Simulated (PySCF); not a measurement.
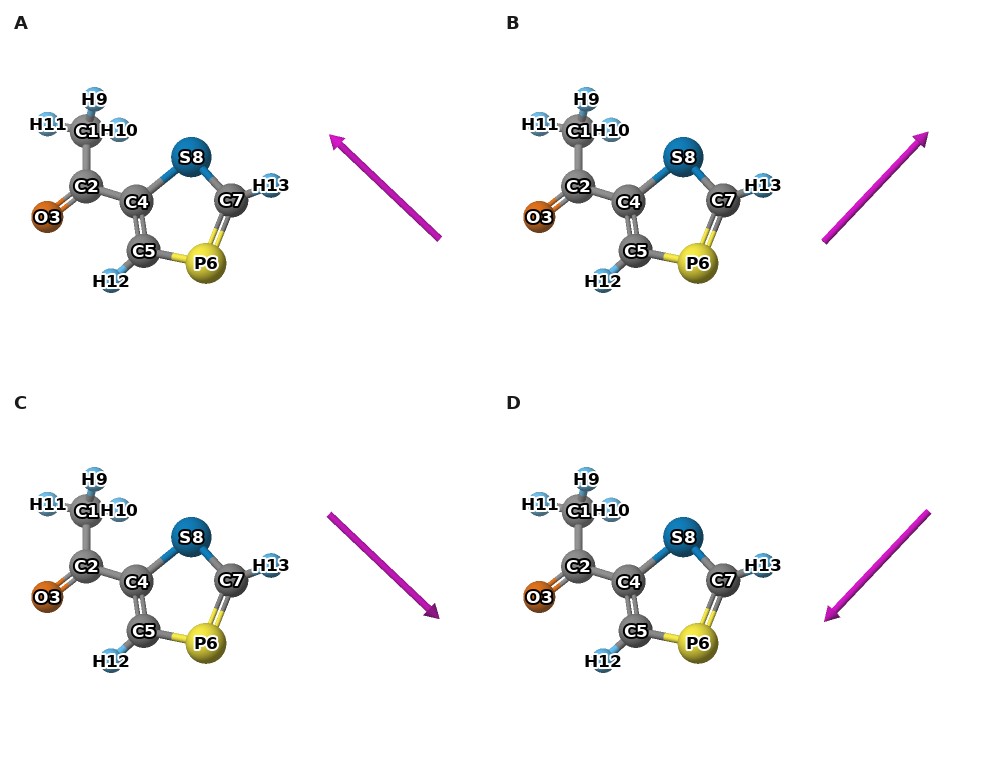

The same molecule four times, each with an arrow. Computed geometry: GFN2-xTB optimisation. No frequency run is at hand to confirm it as a minimum. Level of theory: CAM-B3LYP/def2-SVPD, gas phase (PySCF 2.14.0).

Question: Which arrow points along the dipole moment, from the negative to the positive end?

Answer: B. The dipole moment is 3.08 D; it points from the side of O3, H12 to the side of H13 (the outermost atoms at the two ends).

The geometry is semi-empirical. Around P such bond lengths and angles can be off by a tenth of an ångström or more and by several degrees, and values that hang on the shape move with them.
